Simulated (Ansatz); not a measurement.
# CdInCl3 in Imma, a phase reached by a soft mode: a soft mode frozen in

Wanted: the energy along a soft mode of CdInCl3 in Imma, a phase reached by a soft mode and the structure at the end.

Program: Ansatz 0.2.0. Level of theory: DFT PBEsol, scalar-relativistic, plane waves, PAW; PAW set soft_1. Results are calculated unless marked as measured.

The structure was built from a prototype and need not be the compound's stable phase.

**1. The structure**

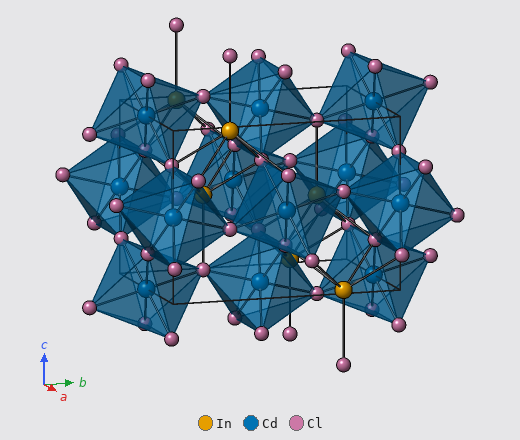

The starting structure, seen slightly off an axis (indium orange, cadmium blue, chlorine pink). This picture shows the conventional cell, with its axes. Some periodic images of atoms are drawn too.

Coordinates:

```cif
data_structure
_symmetry_space_group_name_H-M 'P 1'
_symmetry_Int_Tables_number 1
_cell_length_a 7.1596
_cell_length_b 7.1596
_cell_length_c 7.1596
_cell_angle_alpha 120.119
_cell_angle_beta 91.620
_cell_angle_gamma 118.030
_cell_volume 262.92
loop_
_atom_site_label
_atom_site_type_symbol
_atom_site_fract_x
_atom_site_fract_y
_atom_site_fract_z
_atom_site_occupancy
In1 In 0.77124 0.02124 0.75000 1
In2 In 0.22876 0.97876 0.25000 1
Cd3 Cd 0.00000 0.50000 0.50000 1
Cd4 Cd 0.50000 0.50000 0.00000 1
Cl5 Cl 0.33893 0.58893 0.75000 1
Cl6 Cl 0.66107 0.41107 0.25000 1
Cl7 Cl 0.80204 0.50000 0.80204 1
Cl8 Cl 0.19796 0.50000 0.19796 1
Cl9 Cl 0.19796 0.00000 0.69796 1
Cl10 Cl 0.80204 0.00000 0.30204 1
```

**2. Zone-centre response**

This phase was reached earlier by freezing in an unstable mode of a structure of higher symmetry and relaxing. Its zone-centre modes can show that it is still unstable.

Contents of input.yaml:

```yaml
crystal:
  lattice:
    - [-3.5733330105, 4.9905401262, 3.6858521974]
    - [3.5733330105, -4.9905401262, 3.6858521974]
    - [3.5733330105, 4.9905401262, -3.6858521974]
  atoms:
    - { symbol: In, position: [0.7712407335, 0.0212407335, 0.75] }
    - { symbol: In, position: [0.2287592665, 0.9787592665, 0.25] }
    - { symbol: Cd, position: [0.0, 0.5, 0.5] }
    - { symbol: Cd, position: [0.5, 0.5, 0.0] }
    - { symbol: Cl, position: [0.3389323593, 0.5889323593, 0.75] }
    - { symbol: Cl, position: [0.6610676407, 0.4110676407, 0.25] }
    - { symbol: Cl, position: [0.8020433168, 0.5, 0.8020433168] }
    - { symbol: Cl, position: [0.1979566832, 0.5, 0.1979566832] }
    - { symbol: Cl, position: [0.1979566832, 0.0, 0.6979566832] }
    - { symbol: Cl, position: [0.8020433168, 0.0, 0.3020433168] }
kpoints:
  mp_grid: { grid: [6, 6, 6] }
hamiltonian:
  xc: pbesol
  pseudopotentials: { kind: paw, azcp: { folder: soft_1 }, xc_functional: pbe }
scf:
  occupations: { method: fixed }
output:
  eigenvalues: true
phonons:
  method: dfpt
  dielectric: true
  rigid_motions: translations
```

On the command line:

```
$ ansatz run input.yaml --threads 4 --pin off --max-ram 16384MiB --backend cpu --events-out ev --progress --plain --runs-dir out
```

Numbers of over 12 decimals in the logs are rounded to 6 here.

What it wrote:

```text
Engine: ansatz 0.2.0, aarch64-unknown-linux-gnu
Pseudopotentials: kind: paw
Pseudopotential: In, paw, valence charge 13, recommended cutoff 420 eV (normal), soft_1/In.paw.azcp
Pseudopotential: Cd, paw, valence charge 20, recommended cutoff 420 eV (normal), soft_1/Cd.paw.azcp
Pseudopotential: Cl, paw, valence charge 7, recommended cutoff 420 eV (normal), soft_1/Cl.paw.azcp
Functional definition: PBEsol
  exchange = pbesol_x
  correlation = pbesol_c
Crystal: 10 atoms, lattice volume = 262.917 Å³
Basis set: ecut = 420 eV, 5123 PW (Γ), exchange–correlation on 96×96×96 points (8 copies of the dense FFT grid, shifted against one another)
Bands: 65, of which v1, the nominal top of the filled ones, is band 54 counted from 1 (53 counted from 0)
Symmetry: 8 space group operations
k-points: 112 of 216 (irreducible under 1 space group operation, time reversal used)
Non-local potential: In, projectors of the file, l = 0: 2, l = 1: 2, l = 2: 2, l = 3: 1
Non-local potential: Cd, projectors of the file, l = 0: 3, l = 1: 2, l = 2: 2, l = 3: 1
Non-local potential: Cl, projectors of the file, l = 0: 2, l = 1: 2, l = 2: 1
PAW form: soft (Blöchl's): semilocal exchange-correlation on the pseudo side does not see the compensation charge
PAW frozen core: In, regenerated for the run's functional, and the local potential with it (the file was generated under x = pbe(κ = 0.804, μ = 0.219515), c = pbe(β = 0.066725))
PAW frozen core: Cd, regenerated for the run's functional, and the local potential with it (the file was generated under x = pbe(κ = 0.804, μ = 0.219515), c = pbe(β = 0.066725))
PAW frozen core: Cl, regenerated for the run's functional, and the local potential with it (the file was generated under x = pbe(κ = 0.804, μ = 0.219515), c = pbe(β = 0.066725))
PAW one-centre angular grid: In, 590 points (default); XC on 64 Gauss nodes
PAW one-centre angular grid: Cd, 590 points (default); XC on 64 Gauss nodes
PAW one-centre angular grid: Cl, 110 points (default); XC on 64 Gauss nodes
Initial density: superposition of atomic densities (chi_scale 0.1, normalization cell, long waves kept (reshape's long-wave potential 0.01 eV rms))
Initial wavefunctions: pseudopotential atomic-orbital guess
Functional: x = pbesol(κ = 0.804, μ = 0.123457), c = pbesol(β = 0.046)
SCF iter   1: F=—  HF=-33796.694502 eV  |F-HF|=—  |Δ(HF+E_count)|=         —  Δρ=5.33e-2  dr2=8.87e0  ethr=3.10e-3  ⟨swp⟩=4.9  Hψ=23606  notcnv=0  defer=930
preconditioner: auto → Resta (q_TF=auto, 2.352 Å⁻¹)  ε∞=3.8  [insulator: Δε(μ)=1.360 eV  Ē_g=13.058 eV  n_scr=58 (ndim 8)  ℏωp=22.0 eV  f_vac=0.013  ε∞_Penn≈3.8]
SCF iter   2: F=—  HF=-33793.516252 eV  |F-HF|=—  |Δ(HF+E_count)|=    3.18e0  Δρ=1.40e-2  dr2=6.34e-1  ethr=3.10e-3  ⟨swp⟩=3.0  Hψ=15688  notcnv=0  defer=818
SCF iter   3: F=—  HF=-33793.305876 eV  |F-HF|=—  |Δ(HF+E_count)|=   2.10e-1  Δρ=5.75e-3  dr2=9.36e-2  ethr=5.87e-4  ⟨swp⟩=3.6  Hψ=11265  notcnv=0  defer=998
SCF iter   4: F=—  HF=-33793.278413 eV  |F-HF|=—  |Δ(HF+E_count)|=   2.75e-2  Δρ=1.09e-3  dr2=4.38e-3  ethr=8.67e-5  ⟨swp⟩=3.0  Hψ=12725  notcnv=0  defer=1006
SCF iter   5: F=—  HF=-33793.278382 eV  |F-HF|=—  |Δ(HF+E_count)|=   3.17e-5  Δρ=3.54e-4  dr2=3.50e-4  ethr=4.05e-6  ⟨swp⟩=2.6  Hψ=11727  notcnv=0  defer=1006
SCF iter   6: F=—  HF=-33793.278612 eV  |F-HF|=—  |Δ(HF+E_count)|=   2.30e-4  Δρ=7.18e-5  dr2=1.42e-5  ethr=3.24e-7  ⟨swp⟩=2.0  Hψ=11521  notcnv=0  defer=1007
SCF iter   7: F=—  HF=-33793.278634 eV  |F-HF|=—  |Δ(HF+E_count)|=   2.15e-5  Δρ=2.36e-5  dr2=1.77e-6  ethr=1.31e-8  ⟨swp⟩=2.0  Hψ=12097  notcnv=0  defer=947
SCF iter   8: F=—  HF=-33793.278482 eV  |F-HF|=—  |Δ(HF+E_count)|=   1.51e-4  Δρ=5.97e-6  dr2=1.87e-7  ethr=1.64e-9  ⟨swp⟩=2.0  Hψ=11511  notcnv=0  defer=561
SCF iter   9: F=—  HF=-33793.278482 eV  |F-HF|=—  |Δ(HF+E_count)|=   1.97e-7  Δρ=1.33e-6  dr2=7.56e-9  ethr=1.73e-10  ⟨swp⟩=2.0  Hψ=11921  notcnv=0  defer=561
SCF iter  10: F=—  HF=-33793.278482 eV  |F-HF|=—  |Δ(HF+E_count)|=   5.12e-9  Δρ=3.46e-7  dr2=5.50e-10  ethr=7.00e-12  ⟨swp⟩=2.0  Hψ=11665  notcnv=0  defer=561
SCF iter  11: F=—  HF=-33793.278482 eV  |F-HF|=—  |Δ(HF+E_count)|=  4.15e-10  Δρ=1.57e-7  dr2=1.04e-10  ethr=1.00e-12  ⟨swp⟩=20.0  Hψ=53919  notcnv=0
SCF iter  12: F=-33793.278482 eV  HF=-33793.278482 eV  |F-HF|=0.00e0  |Δ(HF+E_count)|=  7.28e-12  Δρ=4.09e-8  dr2=8.14e-12  ethr=1.00e-12  ⟨swp⟩=7.0  Hψ=33571  notcnv=0
SCF 1 converged in 12 iterations: F = -33793.278482 eV  dr2 = 8.14e-12
  greatest PAW one-centre occupation: 1.000 electrons in one spin orbital (limit 2), on the Cd atom at site 3 (counted from 0), in its partial waves of l = 0
NSCF: frozen V_eff on 5 k-points
DFPT response loops at Γ: preconditioner auto → Resta (q_TF=auto, 2.352 Å⁻¹)  ε∞=6.1 (no band partly filled); β = 1.00, the filter's whole step (`scf.mixing.beta` (0.50) is not read by the response loops at its default; to damp them type it under 1.00, their step now; it binds the ground state too); Broyden in place of MSR1
── the response to a field inside a basis, on 6×6×6 k-points: an SCF that follows is theirs, and a resumed run solves both again ──
Bands: 55, of which v1, the nominal top of the filled ones, is band 54 counted from 1 (53 counted from 0)
k-points: 45 of 216
Initial density: handed on by an earlier stage of this run
Initial wavefunctions: pseudopotential atomic-orbital guess (no wavefunctions were taken with the density)
Eigensolver: Dense (45 Hₖ)
SCF iter   1: F=—  HF=-33793.057371 eV  |F-HF|=—  |Δ(HF+E_count)|=         —  Δρ=6.13e-4  dr2=3.83e-4  ethr=1.00e-1
preconditioner: auto → Resta (q_TF=auto, 2.352 Å⁻¹)  ε∞=5.6  [insulator: Δε(μ)=1.667 eV  Ē_g=10.198 eV  n_scr=58 (ndim 8)  ℏωp=22.0 eV  f_vac=0.030  ε∞_Penn≈5.6]
SCF iter   2: F=—  HF=-33793.057403 eV  |F-HF|=—  |Δ(HF+E_count)|=   3.20e-5  Δρ=2.85e-4  dr2=7.13e-5  ethr=3.55e-7
SCF iter   3: F=—  HF=-33793.057449 eV  |F-HF|=—  |Δ(HF+E_count)|=   4.54e-5  Δρ=7.46e-5  dr2=9.21e-6  ethr=6.61e-8
SCF iter   4: F=—  HF=-33793.057452 eV  |F-HF|=—  |Δ(HF+E_count)|=   3.88e-6  Δρ=1.39e-5  dr2=6.46e-7  ethr=8.53e-9
SCF iter   5: F=-33793.057453 eV  HF=-33793.057453 eV  |F-HF|=5.62e-8  |Δ(HF+E_count)|=   1.19e-7  Δρ=4.32e-6  dr2=6.81e-8  ethr=5.98e-10
SCF 1 converged in 5 iterations: F = -33793.057453 eV  dr2 = 6.81e-8
DFPT response loops at Γ: preconditioner auto → Resta (q_TF=auto, 2.352 Å⁻¹)  ε∞=6.0 (no band partly filled); β = 1.00, the filter's whole step (`scf.mixing.beta` (0.50) is not read by the response loops at its default; to damp them type it under 1.00, their step now; it binds the ground state too); Broyden in place of MSR1
SCF converged after 12 iterations
Free energy (F): -33793.278482 eV
Harris-Foulkes:  -33793.278482 eV  (|F-HF|=0.00e0)
Internal energy: -33793.278482 eV  (E = F + TS)
E sigma→0 (E₀):  -33793.278482 eV
Fermi energy:    4.782726 eV
--- Per-component energies (eV) ---
  E_band       = -1307.229435
  E_kinetic    = 2219.592820
  E_local      = -12458.604808  (includes V_loc(G=0)·N_el)
  E_nonlocal   = 1097.398925
  E_hartree    = 5384.470488
  E_xc         = -1232.553458
  E_vxc        = -1265.257191  (∫ρ·V_xc dr)
  E_paw        = -20174.237812  (= ΣΔE_a)
  E_vpaw       = -1669.301697  (= ΣTr[D̂ρ^β])
  E_aug_tail   = 0.001558  (compensation charges beyond the density's cutoff)
  E_ewald      = -8630.972517
  E_core_change = 1.626322  (= ΣΔE_core)
  E_smearing   = -0.000000  (= −TS)
  E_closure    = -0.000000  (closes the sum)
  Σ components = -33793.278482   (vs F -33793.278482, Δ=0.00e0)
--- Band table (eV; the first three rows and the last of 112) ---
  k-point 0: bands = [... 50 lower, 3.6092, 3.7954, 3.8042, 4.2178, 6.3759, 10.0120, 10.0420, 10.0462, ... 7 higher]
  k-point 1: bands = [... 50 lower, 3.5640, 3.6689, 4.0299, 4.3231, 6.6262, 9.5520, 9.6059, 9.8177, ... 7 higher]
  k-point 2: bands = [... 50 lower, 3.2696, 3.4508, 4.4548, 4.5307, 7.2946, 8.8440, 8.8924, 9.2707, ... 7 higher]
  k-point 111: bands = [... 50 lower, 3.3919, 3.7689, 4.5732, 4.7577, 7.7918, 8.2047, 8.9810, 9.1125, ... 7 higher]
--- Phonons (Γ-DFPT): 12 representative perturbations + reference, on 112 of 216 k-points (Σ response iterations 43) ---
  k mesh reduced under 1 symmetry operation, with k and −k counted as one. Each operation leaves every solved perturbation unchanged. A smaller set is not considered because the run solves the response to a homogeneous field
  ASR residual: 6.970e-5 → 0.000e0 eV/Å²; symmetrization residual: 2.310e-5 eV/Å²
  ASR residual per site (eV/Å²): 6.97e-5 6.97e-5 4.85e-5 4.85e-5 3.47e-5 3.47e-5 5.65e-5 5.65e-5 5.65e-5 5.65e-5
  Γ frequencies (cm⁻¹): -21.38 0.00 0.00 0.00 8.28 39.78 45.26 51.43 51.93 54.29 54.75 59.65 72.43 77.31 79.79 89.21 99.39 100.27 103.22 110.03 123.17 126.51 131.50 139.13 141.66 148.96 214.67 236.78 241.94 278.58
  ε∞ (high-frequency dielectric tensor):
        4.460691     0.000000     0.000000
        0.000000     4.446610     0.000000
        0.000000     0.000000     4.602913
  softest optical mode at Γ: -21.38 cm⁻¹; the repairs (sum rule, projections) moved no ω² at Γ by more than (2.44 cm⁻¹)²
  Born effective charges Z* (e; rows j = field, columns β = displacement):
    site 0:
         1.99132    0.00000    0.00000
         0.00000    1.73280    0.00000
        -0.00000    0.00000    2.19258
    site 1:
         1.99132    0.00000    0.00000
         0.00000    1.73280    0.00000
        -0.00000    0.00000    2.19258
    site 2:
         2.62541    0.00000    0.00000
         0.00000    2.78055   -0.12889
        -0.00000   -0.16273    2.70173
    site 3:
         2.62541    0.00000    0.00000
         0.00000    2.78055    0.12889
        -0.00000    0.16273    2.70173
    site 4:
        -1.07591    0.00000    0.00000
         0.00000   -1.99463    0.00000
        -0.00000    0.00000   -1.47367
    site 5:
        -1.07591    0.00000    0.00000
         0.00000   -1.99463    0.00000
        -0.00000    0.00000   -1.47367
    site 6:
        -1.77041   -0.00000    0.24788
         0.00000   -1.25936    0.00000
         0.24699    0.00000   -1.71032
    site 7:
        -1.77041    0.00000    0.24788
         0.00000   -1.25936    0.00000
         0.24699    0.00000   -1.71032
    site 8:
        -1.77041   -0.00000   -0.24788
         0.00000   -1.25936    0.00000
        -0.24699    0.00000   -1.71032
    site 9:
        -1.77041    0.00000   -0.24788
         0.00000   -1.25936    0.00000
        -0.24699    0.00000   -1.71032
  Z* charge neutrality: 1.855e-2 e pre-enforcement
  solved inside a basis spanned on kpoints, on 6×6×6 k-points, its susceptibility summed on 8×8×8: ε∞ is read to err by 1.2e-2, Z* by 3.8e-2 e (field_mesh: kpoints solves on kpoints); Z* is corrected for what the basis lacks
  optical modes at Γ without the LO–TO term, one row a degenerate level:
      ω (cm⁻¹)  modes    IR ((D/Å)²/amu)
        -21.38      1             4.3897
          8.28      1             0.0000
         39.78      1             0.0000
         45.26      1             0.3380
         51.43      1             0.4773
         51.93      1             1.9292
         54.29      1             0.0000
[...]
optical modes at Γ + LO–TO along q̂ = [1.0000, 0.0000, 0.0000]:
      ω (cm⁻¹)  modes    IR ((D/Å)²/amu)
[...]
optical modes at Γ + LO–TO along q̂ = [0.0000, 1.0000, 0.0000]:
      ω (cm⁻¹)  modes    IR ((D/Å)²/amu)
[...]
optical modes at Γ + LO–TO along q̂ = [0.0000, 0.0000, 1.0000]:
      ω (cm⁻¹)  modes    IR ((D/Å)²/amu)
[...]
106.84      1             0.1882
        123.17      1             0.0000
        126.51      1             0.0000
        131.50      1             1.2199
        131.82      1             1.9979
        139.13      1             0.0000
        141.66      1             0.0000
        168.30      1             4.9800
        214.67      1             4.9365
        241.94      1             5.0316
        257.84      1             8.3619
        278.58      1             0.0000
```

The job ended after 16 min (4 threads of Arm Neoverse V2, shared host; peak memory 7.1 GiB; 64 min of CPU time).

This step gave:

- gap on the k-mesh: 1.593 eV
- volume per atom: 26.29 Å³
- sum-rule residual before enforcement: 6.97e-5 eV/Å²
- miss of the charge sum rule: 0.01855 e
- estimated error of the dielectric tensor: 0.01189
- estimated error of the Born charges: 0.03763 e
- point group: mmm
- highest optical mode at the zone centre (no LO-TO term): 278.6 cm⁻¹
- lowest optical zone-centre mode: -21.38 cm⁻¹
- mean high-frequency dielectric constant: 4.503
- largest Born charge (third of the trace): 2.703 e
- top of the zone-centre spectrum with the field: 278.6 cm⁻¹

Without the LO-TO term. Patterns of degenerate modes are one choice out of their space. Modes at Γ, with each element's share of the kinetic energy (negative means imaginary):

| mode | frequency (cm⁻¹) | symmetry | In % | Cd % | Cl % |
| --- | --- | --- | --- | --- | --- |
| 1 | -21.4 | B3u | 41 | 1 | 58 |
| 2 | 0.0 | acoustic | 34 | 34 | 32 |
| 3 | 0.0 | acoustic | 34 | 34 | 32 |
| 4 | 0.0 | acoustic | 34 | 34 | 32 |
| 5 | 8.3 | B2g | 49 | 0 | 51 |
| 6 | 39.8 | B3g | 100 | 0 | 0 |
| 7 | 45.3 | B2u | 55 | 38 | 7 |
| 8 | 51.4 | B1u | 57 | 37 | 6 |
| 9 | 51.9 | B3u | 17 | 54 | 29 |
| 10 | 54.3 | Ag | 100 | 0 | 0 |
| 11 | 54.8 | B2g | 51 | 0 | 49 |
| 12 | 59.6 | B1g | 0 | 0 | 100 |
| 13 | 72.4 | B3u | 7 | 1 | 92 |
| 14 | 77.3 | B1u | 8 | 31 | 61 |
| 15 | 79.8 | B2u | 9 | 23 | 68 |
| 16 | 89.2 | Au | 0 | 16 | 84 |
| 17 | 99.4 | B3g | 0 | 0 | 100 |
| 18 | 100.3 | Ag | 0 | 0 | 100 |
| 19 | 103.2 | B2g | 0 | 0 | 100 |
| 20 | 110.0 | B1u | 0 | 24 | 75 |
| 21 | 123.2 | Au | 0 | 84 | 16 |
| 22 | 126.5 | Ag | 0 | 0 | 100 |
| 23 | 131.5 | B2u | 1 | 92 | 6 |
| 24 | 139.1 | B1g | 0 | 0 | 100 |
| 25 | 141.7 | B3g | 0 | 0 | 100 |
| 26 | 149.0 | B1u | 0 | 64 | 36 |
| 27 | 214.7 | B3u | 0 | 11 | 89 |
| 28 | 236.8 | B1u | 0 | 10 | 90 |
| 29 | 241.9 | B2u | 0 | 13 | 87 |
| 30 | 278.6 | B3g | 0 | 0 | 100 |

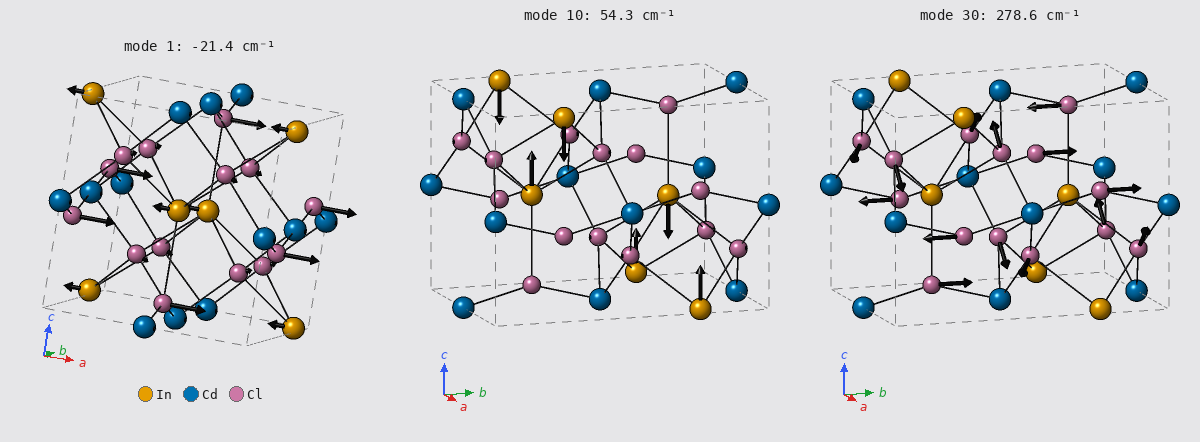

Displacement patterns of modes 1, 10 and 30 at Γ; arrows are exaggerated. Some periodic images of atoms are drawn too.

Before it was imposed, the acoustic sum rule was missed by 7.0e-5 eV/Å² and the charge sum rule by 0.019 e. Small misses are needed for a sound result but don't prove that mesh and cutoff are converged. The lowest optical mode is imaginary, 21.4i cm⁻¹, so the energy falls along it.

**3. The mode frozen in, largest atomic shift 0 Å**

The mode followed lies at Γ with frequency 21.4i cm⁻¹, the softest among the wavevectors solved. At small amplitude the distorted cell has space group no. 46 by a symmetry search on the positions. The undistorted cell that holds it gives the zero of energy on the same k mesh.

Edit input.yaml of step 2 so:

```diff
@@ -22,8 +22,6 @@
 scf:
-  occupations: { method: fixed }
+  occupations: { method: gaussian, width: 0.02 }
 output:
+  forces: true
+  stress: true
   eigenvalues: true
-phonons:
-  method: dfpt
-  dielectric: true
-  rigid_motions: translations
```

What it wrote:

```text
[...]
Crystal: 10 atoms, lattice volume = 262.917 Å³
Basis set: ecut = 420 eV, 5123 PW (Γ), exchange–correlation on 96×96×96 points (8 copies of the dense FFT grid, shifted against one another)
Bands: 65, of which v1, the nominal top of the filled ones, is band 54 counted from 1 (53 counted from 0)
Symmetry: 8 space group operations
[...]
k-points: 46 of 216
[...]
k-point 0: bands = [... 50 lower, 3.6092, 3.7954, 3.8042, 4.2178, 6.3758, 10.0120, 10.0420, 10.0462, ... 4 higher]
  k-point 1: bands = [... 50 lower, 3.5640, 3.6689, 4.0299, 4.3231, 6.6262, 9.5520, 9.6058, 9.8177, ... 4 higher]
  k-point 2: bands = [... 50 lower, 3.2696, 3.4508, 4.4548, 4.5307, 7.2946, 8.8440, 8.8924, 9.2707, ... 4 higher]
  k-point 45: bands = [... 50 lower, 3.3919, 3.7689, 4.5731, 4.7577, 7.7917, 8.2047, 8.9810, 9.1125, ... 4 higher]
[key lines of the parts left out:]
SCF converged after 9 iterations
Free energy (F): -33793.278482 eV
Fermi energy:    5.579363 eV
P = ⅓ Tr σ = -0.0020 GPa (-0.020 kbar)
```

Run time: 9 s. Hardware: 4 threads; peak memory 0.99 GiB; 35 s of CPU time.

This step gave:

```
pressure                         : -0.001977 GPa
energy from the undistorted cell : 0 meV/atom
```

At this level the gap is 1.59 eV on the k-mesh of the self-consistent run, which can miss the band edges.

**4. The mode frozen in, largest atomic shift 0.22 Å**

The atoms are moved along the unstable eigenvector, the largest shift by 0.22 Å, with the cell fixed.

input.yaml, the sections that differ from step 3:

```yaml
crystal:
  lattice:
    - [-3.5733330105, 4.9905401262, 3.6858521974]
    - [3.5733330105, -4.9905401262, 3.6858521974]
    - [3.5733330105, 4.9905401262, -3.6858521974]
  atoms:
    - { symbol: In, position: [0.7712407335, 0.0064092996, 0.7351685661] }
    - { symbol: In, position: [0.2287592665, 0.9639278326, 0.2351685661] }
    - { symbol: Cd, position: [0.0, 0.5021493337, 0.5021493337] }
    - { symbol: Cd, position: [0.5, 0.5021493337, 0.0021493337] }
    - { symbol: Cl, position: [0.3389323593, 0.6197159442, 0.7807835849] }
    - { symbol: Cl, position: [0.6610676407, 0.4418512256, 0.2807835849] }
    - { symbol: Cl, position: [0.7999145124, 0.5030901279, 0.8072622491] }
    - { symbol: Cl, position: [0.1958278788, 0.5030901279, 0.2031756155] }
    - { symbol: Cl, position: [0.2000854876, 0.0073477367, 0.7031756155] }
    - { symbol: Cl, position: [0.8041721212, 0.0073477367, 0.3072622491] }
# kpoints, hamiltonian, scf, output: as in step 3
```

What it wrote:

```text
[...]
Crystal: 10 atoms, lattice volume = 262.917 Å³
Basis set: ecut = 420 eV, 5123 PW (Γ), exchange–correlation on 96×96×96 points (8 copies of the dense FFT grid, shifted against one another)
Bands: 65, of which v1, the nominal top of the filled ones, is band 54 counted from 1 (53 counted from 0)
Symmetry: 4 space group operations
[...]
k-points: 46 of 216 (time reversal used)
[...]
k-point 0: bands = [... 50 lower, 3.6295, 3.7620, 3.7892, 4.2939, 6.3731, 9.8884, 9.9999, 10.0066, ... 4 higher]
  k-point 1: bands = [... 50 lower, 3.5591, 3.6448, 4.0451, 4.3833, 6.6192, 9.5259, 9.6213, 9.8400, ... 4 higher]
  k-point 2: bands = [... 50 lower, 3.2661, 3.4394, 4.4763, 4.5740, 7.2804, 8.8490, 8.9390, 9.2840, ... 4 higher]
  k-point 45: bands = [... 50 lower, 3.3777, 3.7614, 4.6001, 4.8088, 7.8230, 8.1347, 8.9575, 9.0921, ... 4 higher]
[key lines of the parts left out:]
SCF converged after 9 iterations
Free energy (F): -33793.280642 eV
Fermi energy:    5.597766 eV
P = ⅓ Tr σ = 0.0438 GPa (0.438 kbar)
```

Run time: 15 s. Hardware: 4 threads; peak memory 0.94 GiB; 57 s of CPU time.

This step gave:

```
pressure                         : 0.04384 GPa
gap on the k-mesh                : 1.551 eV
energy from the undistorted cell : -0.216 meV/atom
```

The energy, extrapolated to zero smearing, is -0.22 meV/atom against the undistorted cell.

The run ends at a pressure of 0.04 GPa, with forces up to 0.013 eV/Å.

(Continued in part 2 of 3.)

[Logs are printed without paths, hosts, clocks, repeated set-up lines and the standing remarks that a program may print on its own settings, such as how far it seeks lower states.]

[Hosts, paths, dates, database ids (printed as entryN), source tags and the programs' standing remarks are cut or masked in the printed files.]
